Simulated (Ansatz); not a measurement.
# Current against voltage: H2, between Al atomic chains

Wanted: I(V), the voltage drop and T(E, V).

Method: DFT PBE, plane waves, PAW; relaxation of a junction, electrodes held but for their tips, in the first sound run; inputs show where later runs differ, in Ansatz 0.2.0.

## 1. Starting point

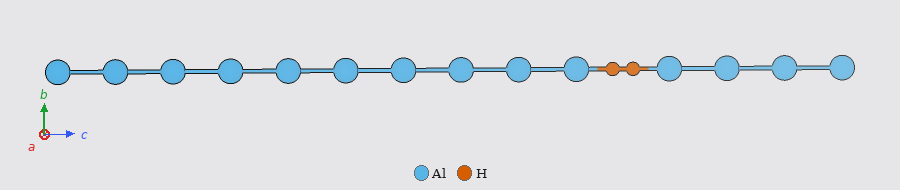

The cell as given, in part (aluminium blue, hydrogen orange). Drawn is a stretch of 33 Å of the 81 Å that the atoms span along c, seen along the normal of the bc plane.

The cell holds 36 atoms: 34 Al and 2 H. Its edges and angles: a = 6.000 Å, b = 6.000 Å, c = 95.010 Å, α = 90.0°, β = 90.0°, γ = 90.0°. Electrodes: Al atomic chain; the apex atoms were set 3.890 Å apart. Regions: lower lead, 17 atoms (17 Al); bridge, 2 atoms (2 H); upper lead, 17 atoms (17 Al). Vacuum lies along a, b and c.

## 2. Relaxing the junction

The bridge and the electrodes' tips relax, while 30 atoms stay at the lead's spacing, so that the ends still repeat as a lead. The cutoff is set under the files' recommended one to save time.

Input file input.yaml:

```yaml
crystal:
  lattice:
    - [6.0, 0.0, 0.0]
    - [0.0, 6.0, 0.0]
    - [0.0, 0.0, 95.01]
  atoms:
    - { symbol: Al, position: [0.5, 0.5, 0.0] }
    - { symbol: Al, position: [0.5, 0.5, 0.025365751] }
    - { symbol: Al, position: [0.5, 0.5, 0.050731502] }
    - { symbol: Al, position: [0.5, 0.5, 0.076097253] }
    - { symbol: Al, position: [0.5, 0.5, 0.101463004] }
    - { symbol: Al, position: [0.5, 0.5, 0.126828755] }
    - { symbol: Al, position: [0.5, 0.5, 0.152194506] }
    - { symbol: Al, position: [0.5, 0.5, 0.177560257] }
    - { symbol: Al, position: [0.5, 0.5, 0.202926008] }
    - { symbol: Al, position: [0.5, 0.5, 0.228291759] }
    - { symbol: Al, position: [0.5, 0.5, 0.25365751] }
    - { symbol: Al, position: [0.5, 0.5, 0.279023261] }
    - { symbol: Al, position: [0.5, 0.5, 0.304389012] }
    - { symbol: Al, position: [0.5, 0.5, 0.329754763] }
    - { symbol: Al, position: [0.5, 0.5, 0.355120514] }
    - { symbol: Al, position: [0.5, 0.5, 0.380486265] }
    - { symbol: Al, position: [0.5, 0.5, 0.405852016] }
    - { symbol: H, position: [0.5, 0.5, 0.421850332] }
    - { symbol: H, position: [0.5, 0.5, 0.430796758] }
    - { symbol: Al, position: [0.5, 0.5, 0.446795074] }
    - { symbol: Al, position: [0.5, 0.5, 0.472160825] }
    - { symbol: Al, position: [0.5, 0.5, 0.497526576] }
    - { symbol: Al, position: [0.5, 0.5, 0.522892327] }
    - { symbol: Al, position: [0.5, 0.5, 0.548258078] }
    - { symbol: Al, position: [0.5, 0.5, 0.573623829] }
    - { symbol: Al, position: [0.5, 0.5, 0.59898958] }
    - { symbol: Al, position: [0.5, 0.5, 0.624355331] }
    - { symbol: Al, position: [0.5, 0.5, 0.649721082] }
    - { symbol: Al, position: [0.5, 0.5, 0.675086833] }
    - { symbol: Al, position: [0.5, 0.5, 0.700452584] }
    - { symbol: Al, position: [0.5, 0.5, 0.725818335] }
    - { symbol: Al, position: [0.5, 0.5, 0.751184086] }
    - { symbol: Al, position: [0.5, 0.5, 0.776549837] }
    - { symbol: Al, position: [0.5, 0.5, 0.801915588] }
    - { symbol: Al, position: [0.5, 0.5, 0.827281339] }
    - { symbol: Al, position: [0.5, 0.5, 0.85264709] }
kpoints:
  mp_grid: { grid: [1, 1, 1] }
scf:
  occupations: { method: fermi_dirac, width: 0.1 }
hamiltonian:
  xc: pbe
relax:
  constraints:
    - { sites: [0, 1, 2, 3, 4, 5, 6, 7, 8, 9, 10, 11, 12, 13, 14, 21, 22, 23, 24, 25, 26, 27, 28, 29, 30, 31, 32, 33, 34, 35] }
  f_tol: 0.07
  max_steps: 30
basis:
  ecutwfc: "340 eV"
```

Command:

```console
> ansatz run input.yaml --threads 4 --pin off --max-ram 16384MiB --backend cpu --events-out ev --progress --plain --runs-dir out
```

Numbers of over 12 decimals in the logs are rounded to 6 here.

The log of the run:

```text
Warning: basis.ecutwfc = 340 eV is below the records' recommended 420 eV, and the density's cutoff is lower with it unless basis.ecutrho_ratio is high enough to keep the records' density cutoff: compare with a run at a higher cutoff
Engine: ansatz 0.2.0, aarch64-unknown-linux-gnu
Pseudopotentials: kind: paw
Pseudopotential: Al, paw, valence charge 3, recommended cutoff 420 eV (normal), Al.paw.azcp
Pseudopotential: H, paw, valence charge 1, recommended cutoff 420 eV (normal), H.paw.azcp
Functional definition: PBE
  parameter kappa = 0.804
  parameter beta = 0.066725
  exchange = pbe_x(kappa = kappa, mu = beta*pi^2/3)
  correlation = pbe_c(beta = beta)
Crystal: 36 atoms, lattice volume = 3420.360 Å³
Basis set: ecut = 340 eV, 48457 PW (Γ), exchange–correlation on 80×80×1152 points (8 copies of the dense FFT grid, shifted against one another)
Bands: 88, of which v1, the nominal top of the filled ones, is band 52 counted from 1 (51 counted from 0)
Symmetry: 16 space group operations
Space group: P4/mmm (ITA 123), of the structure as read, at distance tolerance 1.5e-4 Å
k-points: 1
Non-local potential: Al, projectors of the file, l = 0: 2, l = 1: 2, l = 2: 1
Non-local potential: H, projectors of the file, l = 0: 2, l = 1: 1
PAW form: soft (Blöchl's): semilocal exchange-correlation on the pseudo side does not see the compensation charge
PAW one-centre angular grid: Al, 110 points (default); XC on 64 Gauss nodes
PAW one-centre angular grid: H, 110 points (default); XC on 64 Gauss nodes
Initial density: superposition of atomic densities (neutral atoms: chi_scale 0, normalization atom), corrected by the library's trained network
Initial wavefunctions: pseudopotential atomic-orbital guess
Functional: x = pbe(κ = 0.804, μ = 0.219515), c = pbe(β = 0.066725)
SCF iter   1: F=—  HF=-18233.188369 eV  |F-HF|=—  |Δ(HF+E_count)|=         —  Δρ=4.09e-3  dr2=2.25e1  ethr=1.77e-3  ⟨swp⟩=9.0  Hψ=455  notcnv=0
preconditioner: auto → LDOS  [metal: Δε(μ)=0.148 eV  Ē_g=4.163 eV  σ=0.100 eV  W_gap=0.35  n_scr=222 (ndim 8)  ℏωp=6.4 eV  f_vac=0.268  D(μ)=48.11/eV (n_scr^D=264)  β→1.0]
SCF iter   2: F=—  HF=-18232.935668 eV  |F-HF|=—  |Δ(HF+E_count)|=   2.53e-1  Δρ=1.67e-3  dr2=8.23e-1  ethr=1.77e-3  ⟨swp⟩=3.0  Hψ=158  notcnv=0
SCF iter   3: F=—  HF=-18232.927137 eV  |F-HF|=—  |Δ(HF+E_count)|=   8.53e-3  Δρ=6.75e-4  dr2=1.95e-1  ethr=7.92e-4  ⟨swp⟩=2.0  Hψ=141  notcnv=0
SCF iter   4: F=—  HF=-18232.923165 eV  |F-HF|=—  |Δ(HF+E_count)|=   3.97e-3  Δρ=2.60e-4  dr2=2.00e-2  ethr=1.88e-4  ⟨swp⟩=1.0  Hψ=88  notcnv=0
SCF iter   5: F=—  HF=-18232.921959 eV  |F-HF|=—  |Δ(HF+E_count)|=   1.21e-3  Δρ=1.29e-4  dr2=4.63e-3  ethr=1.92e-5  ⟨swp⟩=3.0  Hψ=128  notcnv=0
SCF iter   6: F=—  HF=-18232.921822 eV  |F-HF|=—  |Δ(HF+E_count)|=   1.37e-4  Δρ=3.58e-5  dr2=3.45e-4  ethr=4.45e-6  ⟨swp⟩=2.0  Hψ=90  notcnv=0
SCF iter   7: F=—  HF=-18232.921830 eV  |F-HF|=—  |Δ(HF+E_count)|=   7.74e-6  Δρ=1.32e-5  dr2=1.29e-4  ethr=3.32e-7  ⟨swp⟩=2.0  Hψ=154  notcnv=0
SCF iter   8: F=-18232.921815 eV  HF=-18232.921827 eV  |F-HF|=1.23e-5  |Δ(HF+E_count)|=   2.13e-6  Δρ=5.61e-6  dr2=1.45e-5  ethr=9.62e-8  ⟨swp⟩=2.0  Hψ=234  notcnv=0
SCF 1 converged in 8 iterations: F = -18232.921815 eV  dr2 = 1.45e-5
  greatest PAW one-centre occupation: 0.574 electrons in one spin orbital (limit 2), on the Al atom at site 0 (counted from 0), in its partial waves of l = 0
relax step   1: F+E_penalty+E_count = -18232.92181506 eV  Δ(F+E_penalty+E_count) = +0.000e0 eV  max|allowed force component| = 2.930e0 eV/Å  Δτ_max = 0.0000 Å  (8 SCF iters, dr2 threshold 1.00e-4 eV, accepted)
Initial density: handed on by an earlier stage of this run
Initial wavefunctions: those handed on with the density
SCF iter   1: F=—  HF=-18233.842495 eV  |F-HF|=—  |Δ(HF+E_count)|=         —  Δρ=3.18e-3  dr2=1.13e1  ethr=3.10e-3  ⟨swp⟩=6.0  Hψ=267  notcnv=0
preconditioner: auto → LDOS  [metal: Δε(μ)=0.149 eV  Ē_g=4.150 eV  σ=0.100 eV  W_gap=0.35  n_scr=222 (ndim 8)  ℏωp=6.4 eV  f_vac=0.348  D(μ)=50.41/eV (n_scr^D=280)  β→1.0]
SCF iter   2: F=—  HF=-18233.715268 eV  |F-HF|=—  |Δ(HF+E_count)|=   1.27e-1  Δρ=1.25e-3  dr2=3.60e0  ethr=3.10e-3  ⟨swp⟩=2.0  Hψ=103  notcnv=0
SCF iter   3: F=—  HF=-18233.691942 eV  |F-HF|=—  |Δ(HF+E_count)|=   2.33e-2  Δρ=5.00e-4  dr2=3.88e-2  ethr=3.10e-3  ⟨swp⟩=1.0  Hψ=88  notcnv=0
SCF iter   4: F=—  HF=-18233.688088 eV  |F-HF|=—  |Δ(HF+E_count)|=   3.85e-3  Δρ=2.47e-4  dr2=5.61e-3  ethr=3.73e-5  ⟨swp⟩=2.0  Hψ=95  notcnv=0
SCF iter   5: F=—  HF=-18233.687741 eV  |F-HF|=—  |Δ(HF+E_count)|=   3.47e-4  Δρ=1.18e-4  dr2=6.17e-3  ethr=5.39e-6  ⟨swp⟩=3.0  Hψ=138  notcnv=0
SCF iter   6: F=—  HF=-18233.687549 eV  |F-HF|=—  |Δ(HF+E_count)|=   1.92e-4  Δρ=2.44e-5  dr2=1.20e-4  ethr=5.39e-6  ⟨swp⟩=1.0  Hψ=88  notcnv=0
SCF iter   7: F=-18233.687490 eV  HF=-18233.687556 eV  |F-HF|=6.54e-5  |Δ(HF+E_count)|=   6.45e-6  Δρ=1.08e-5  dr2=7.09e-5  ethr=9.62e-8  ⟨swp⟩=3.0  Hψ=296  notcnv=0
SCF 2 converged in 7 iterations: F = -18233.687490 eV  dr2 = 7.09e-5
  greatest PAW one-centre occupation: 0.574 electrons in one spin orbital (limit 2), on the Al atom at site 35 (counted from 0), in its partial waves of l = 0
relax step   2: F+E_penalty+E_count = -18233.68749012 eV  Δ(F+E_penalty+E_count) = -7.657e-1 eV  max|allowed force component| = 9.009e-1 eV/Å  Δτ_max = 0.1826 Å  (7 SCF iters, dr2 threshold 1.00e-4 eV, accepted)
iter 1 solved again at ethr=2.69e-3 eV; its pass at ethr=3.10e-3 eV (dr2=2.80e0 eV) is discarded
SCF iter   1: F=—  HF=-18233.810500 eV  |F-HF|=—  |Δ(HF+E_count)|=         —  Δρ=1.44e-3  dr2=2.98e0  ethr=2.69e-3  ⟨swp⟩=1.0  Hψ=300  notcnv=0
preconditioner: auto → LDOS  [metal: Δε(μ)=0.143 eV  Ē_g=4.157 eV  σ=0.100 eV  W_gap=0.34  n_scr=222 (ndim 8)  ℏωp=6.4 eV  f_vac=0.350  D(μ)=51.41/eV (n_scr^D=288)  β→1.0]
SCF iter   2: F=—  HF=-18233.787540 eV  |F-HF|=—  |Δ(HF+E_count)|=   2.30e-2  Δρ=4.94e-4  dr2=4.95e-1  ethr=2.69e-3  ⟨swp⟩=1.0  Hψ=88  notcnv=0
SCF iter   3: F=—  HF=-18233.784529 eV  |F-HF|=—  |Δ(HF+E_count)|=   3.01e-3  Δρ=2.13e-4  dr2=7.84e-3  ethr=4.76e-4  ⟨swp⟩=1.0  Hψ=88  notcnv=0
SCF iter   4: F=—  HF=-18233.783881 eV  |F-HF|=—  |Δ(HF+E_count)|=   6.47e-4  Δρ=1.32e-4  dr2=4.28e-3  ethr=7.54e-6  ⟨swp⟩=2.0  Hψ=122  notcnv=0
SCF iter   5: F=—  HF=-18233.783710 eV  |F-HF|=—  |Δ(HF+E_count)|=   1.72e-4  Δρ=5.52e-5  dr2=4.11e-4  ethr=4.11e-6  ⟨swp⟩=1.0  Hψ=88  notcnv=0
SCF iter   6: F=—  HF=-18233.783690 eV  |F-HF|=—  |Δ(HF+E_count)|=   2.02e-5  Δρ=1.66e-5  dr2=8.95e-5  ethr=3.95e-7  ⟨swp⟩=2.0  Hψ=143  notcnv=0
SCF iter   7: F=-18233.783683 eV  HF=-18233.783687 eV  |F-HF|=3.66e-6  |Δ(HF+E_count)|=   3.05e-6  Δρ=4.19e-6  dr2=4.47e-6  ethr=4.88e-8  ⟨swp⟩=4.0  Hψ=241  notcnv=0
SCF 3 converged in 7 iterations: F = -18233.783683 eV  dr2 = 4.47e-6
relax step   3: F+E_penalty+E_count = -18233.78368289 eV  Δ(F+E_penalty+E_count) = -9.619e-2 eV  max|allowed force component| = 5.482e-1 eV/Å  Δτ_max = 0.0672 Å  (7 SCF iters, dr2 threshold 5.07e-5 eV, accepted)
iter 1 solved again at ethr=4.43e-4 eV; its pass at ethr=3.10e-3 eV (dr2=4.61e-1 eV) is discarded
SCF iter   1: F=—  HF=-18233.821011 eV  |F-HF|=—  |Δ(HF+E_count)|=         —  Δρ=9.32e-4  dr2=4.66e-1  ethr=4.43e-4  ⟨swp⟩=1.0  Hψ=299  notcnv=0
preconditioner: auto → LDOS  [metal: Δε(μ)=0.141 eV  Ē_g=4.257 eV  σ=0.100 eV  W_gap=0.34  n_scr=222 (ndim 8)  ℏωp=6.5 eV  f_vac=0.350  D(μ)=51.87/eV (n_scr^D=298)  β→1.0]
SCF iter   2: F=—  HF=-18233.814709 eV  |F-HF|=—  |Δ(HF+E_count)|=   6.30e-3  Δρ=2.85e-4  dr2=1.60e-1  ethr=4.43e-4  ⟨swp⟩=1.0  Hψ=88  notcnv=0
SCF iter   3: F=—  HF=-18233.813427 eV  |F-HF|=—  |Δ(HF+E_count)|=   1.28e-3  Δρ=7.64e-5  dr2=3.59e-3  ethr=1.54e-4  ⟨swp⟩=1.0  Hψ=88  notcnv=0
SCF iter   4: F=—  HF=-18233.813220 eV  |F-HF|=—  |Δ(HF+E_count)|=   2.06e-4  Δρ=5.24e-5  dr2=1.30e-3  ethr=3.45e-6  ⟨swp⟩=1.0  Hψ=102  notcnv=0
SCF iter   5: F=—  HF=-18233.813184 eV  |F-HF|=—  |Δ(HF+E_count)|=   3.68e-5  Δρ=2.17e-5  dr2=8.54e-5  ethr=1.25e-6  ⟨swp⟩=1.0  Hψ=88  notcnv=0
SCF iter   6: F=-18233.813174 eV  HF=-18233.813181 eV  |F-HF|=7.39e-6  |Δ(HF+E_count)|=   2.57e-6  Δρ=1.03e-5  dr2=9.87e-6  ethr=2.73e-8  ⟨swp⟩=5.0  Hψ=263  notcnv=0
SCF 4 converged in 6 iterations: F = -18233.813174 eV  dr2 = 9.87e-6
relax step   4: F+E_penalty+E_count = -18233.81317369 eV  Δ(F+E_penalty+E_count) = -2.949e-2 eV  max|allowed force component| = 6.523e-2 eV/Å  Δτ_max = 0.0581 Å  (6 SCF iters, dr2 threshold 2.84e-5 eV, accepted)
iter 1 solved again at ethr=1.74e-8 eV; its pass at ethr=3.10e-3 eV (dr2=1.81e-5 eV) is discarded
SCF iter   1: F=—  HF=-18233.813409 eV  |F-HF|=—  |Δ(HF+E_count)|=         —  Δρ=1.15e-5  dr2=1.80e-5  ethr=1.74e-8  ⟨swp⟩=1.0  Hψ=212  notcnv=0
preconditioner: auto → LDOS  [metal: Δε(μ)=0.140 eV  Ē_g=4.254 eV  σ=0.100 eV  W_gap=0.33  n_scr=222 (ndim 8)  ℏωp=6.5 eV  f_vac=0.350  D(μ)=51.96/eV (n_scr^D=298)  β→1.0]
SCF iter   2: F=—  HF=-18233.813181 eV  |F-HF|=—  |Δ(HF+E_count)|=   2.28e-4  Δρ=8.30e-6  dr2=1.74e-5  ethr=1.73e-8  ⟨swp⟩=2.0  Hψ=156  notcnv=0
SCF iter   3: F=—  HF=-18233.813180 eV  |F-HF|=—  |Δ(HF+E_count)|=   1.05e-6  Δρ=3.09e-6  dr2=3.30e-6  ethr=1.67e-8  ⟨swp⟩=1.0  Hψ=88  notcnv=0
SCF iter   4: F=—  HF=-18233.813180 eV  |F-HF|=—  |Δ(HF+E_count)|=   4.28e-8  Δρ=2.00e-6  dr2=3.39e-7  ethr=3.17e-9  ⟨swp⟩=2.0  Hψ=130  notcnv=0
SCF iter   5: F=—  HF=-18233.813180 eV  |F-HF|=—  |Δ(HF+E_count)|=   7.05e-8  Δρ=7.35e-7  dr2=1.13e-7  ethr=9.62e-11  ⟨swp⟩=5.0  Hψ=265  notcnv=0
SCF iter   6: F=-18233.813180 eV  HF=-18233.813180 eV  |F-HF|=7.54e-8  |Δ(HF+E_count)|=   5.18e-9  Δρ=4.44e-7  dr2=7.77e-8  ethr=9.62e-11  ⟨swp⟩=4.0  Hψ=227  notcnv=0
SCF 5 converged in 6 iterations: F = -18233.813180 eV  dr2 = 7.77e-8
relax step   5: F+E_penalty+E_count = -18233.81317976 eV  Δ(F+E_penalty+E_count) = -6.068e-6 eV  max|allowed force component| = 6.657e-2 eV/Å  Δτ_max = 0.0000 Å  (6 SCF iters, accepted)
SCF converged after 6 iterations
Free energy (F): -18233.813180 eV
Harris-Foulkes:  -18233.813180 eV  (|F-HF|=7.54e-8)
Internal energy: -18232.104670 eV  (E = F + TS)
E sigma→0 (E₀):  -18232.958925 eV
Entropy (-TS):   -1.708510 eV (-47.459 meV/atom)
Fermi energy:    -1.712834 eV
--- Per-component energies (eV) ---
  E_band       = -513.556212
  E_kinetic    = 697.898579
  E_local      = -8343.097554  (includes V_loc(G=0)·N_el)
  E_nonlocal   = 390.778893
  E_hartree    = 3875.449104
  E_xc         = -1274.874411
  E_vxc        = -878.456104  (∫ρ·V_xc dr)
  E_paw        = -15896.328322  (= ΣΔE_a)
  E_vpaw       = -131.596662  (= ΣTr[D̂ρ^β])
  E_aug_tail   = -0.003916  (compensation charges beyond the density's cutoff)
  E_ewald      = 2318.072958
  E_smearing   = -1.708510  (= −TS)
  E_closure    = 0.000000  (closes the sum)
  Σ components = -18233.813180   (vs F -18233.813180, Δ=0.00e0)
--- Forces (eV/Å), atoms counted from 1 ---
  atom   1  Al    -0.00000000     0.00000000    -1.88776613
  atom   2  Al     0.00000000     0.00000000     1.26157655
  atom   3  Al     0.00000000     0.00000000     0.19974551
  atom   4  Al     0.00000000     0.00000000     0.12366687
  atom   5  Al     0.00000000     0.00000000     0.12516683
  atom   6  Al    -0.00000000     0.00000000     0.05662357
  atom   7  Al    -0.00000000    -0.00000000     0.02204291
  atom   8  Al     0.00000000     0.00000000     0.01913020
  atom   9  Al     0.00000000    -0.00000000     0.01071774
  atom  10  Al     0.00000000     0.00000000    -0.00410383
  atom  11  Al    -0.00000000     0.00000000     0.00614231
  atom  12  Al    -0.00000000    -0.00000000     0.02252262
  atom  13  Al    -0.00000000    -0.00000000    -0.07181579
  atom  14  Al     0.00000000     0.00000000    -0.03996234
  atom  15  Al    -0.00000000    -0.00000000    -0.96744436
  atom  16  Al    -0.00000000    -0.00000000     0.01584712
  atom  17  Al     0.00000000     0.00000000     0.06657356
  atom  18  H      0.00000000     0.00000000    -0.05052359
  atom  19  H      0.00000000     0.00000000     0.05052359
  atom  20  Al     0.00000000     0.00000000    -0.06657356
  atom  21  Al    -0.00000000    -0.00000000    -0.01584712
  atom  22  Al    -0.00000000    -0.00000000     0.96744436
  atom  23  Al     0.00000000    -0.00000000     0.03996234
  atom  24  Al    -0.00000000     0.00000000     0.07181579
  atom  25  Al    -0.00000000    -0.00000000    -0.02252262
  atom  26  Al    -0.00000000     0.00000000    -0.00614231
  atom  27  Al     0.00000000     0.00000000     0.00410383
  atom  28  Al     0.00000000     0.00000000    -0.01071774
  atom  29  Al    -0.00000000     0.00000000    -0.01913020
  atom  30  Al    -0.00000000    -0.00000000    -0.02204291
  atom  31  Al    -0.00000000    -0.00000000    -0.05662357
  atom  32  Al     0.00000000     0.00000000    -0.12516683
  atom  33  Al     0.00000000     0.00000000    -0.12366687
  atom  34  Al    -0.00000000    -0.00000000    -0.19974551
  atom  35  Al     0.00000000     0.00000000    -1.26157655
  atom  36  Al    -0.00000000     0.00000000     1.88776613
  max |Σ_I F_I| component: 1.39e-24 eV/Å
--- Relaxed structure (5 steps of the walk, 5 accepted, 0 SCFs on fresh bases) ---
  F+E_penalty+E_count = -18233.81317976 eV   max|allowed force component| = 6.657e-2 eV/Å
  atoms:
    - { symbol: Al, position: [0.5, 0.5, 0.0] }
    - { symbol: Al, position: [0.5, 0.5, 0.025366] }
    - { symbol: Al, position: [0.5, 0.5, 0.050732] }
    - { symbol: Al, position: [0.5, 0.5, 0.076097253] }
    - { symbol: Al, position: [0.5, 0.5, 0.101463] }
    - { symbol: Al, position: [0.5, 0.5, 0.126828755] }
    - { symbol: Al, position: [0.5, 0.5, 0.152194506] }
    - { symbol: Al, position: [0.5, 0.5, 0.177560] }
    - { symbol: Al, position: [0.5, 0.5, 0.202926] }
    - { symbol: Al, position: [0.5, 0.5, 0.228292] }
    - { symbol: Al, position: [0.5, 0.5, 0.25365751] }
    - { symbol: Al, position: [0.5, 0.5, 0.279023261] }
    - { symbol: Al, position: [0.5, 0.5, 0.304389012] }
    - { symbol: Al, position: [0.5, 0.5, 0.329754763] }
    - { symbol: Al, position: [0.5, 0.5, 0.355121] }
    - { symbol: Al, position: [0.5, 0.5, 0.379097] }
    - { symbol: Al, position: [0.5, 0.5, 0.403102] }
    - { symbol: H, position: [0.5, 0.5, 0.419660] }
    - { symbol: H, position: [0.5, 0.5, 0.432987] }
    - { symbol: Al, position: [0.5, 0.5, 0.449545] }
    - { symbol: Al, position: [0.5, 0.5, 0.473550] }
    - { symbol: Al, position: [0.5, 0.5, 0.497527] }
    - { symbol: Al, position: [0.5, 0.5, 0.522892327] }
    - { symbol: Al, position: [0.5, 0.5, 0.548258078] }
    - { symbol: Al, position: [0.5, 0.5, 0.573623829] }
    - { symbol: Al, position: [0.5, 0.5, 0.59898958] }
    - { symbol: Al, position: [0.5, 0.5, 0.624355] }
    - { symbol: Al, position: [0.5, 0.5, 0.649721082] }
    - { symbol: Al, position: [0.5, 0.5, 0.675087] }
    - { symbol: Al, position: [0.5, 0.5, 0.700452584] }
    - { symbol: Al, position: [0.5, 0.5, 0.725818335] }
    - { symbol: Al, position: [0.5, 0.5, 0.751184] }
    - { symbol: Al, position: [0.5, 0.5, 0.776550] }
    - { symbol: Al, position: [0.5, 0.5, 0.801915588] }
    - { symbol: Al, position: [0.5, 0.5, 0.827281339] }
    - { symbol: Al, position: [0.5, 0.5, 0.852647] }
```

Wall time 26 s (4 threads of Arm Neoverse V1, shared host); peak memory 1.4 GiB.

(Part 1 of 3 ends here.)

[Logs are printed without paths, hosts, clocks, repeated set-up lines and the standing remarks that a program may print on its own settings, such as how far it seeks lower states.]

[Hosts, paths, dates, database ids (printed as entryN), source tags and the programs' standing remarks are cut or masked in the printed files.]
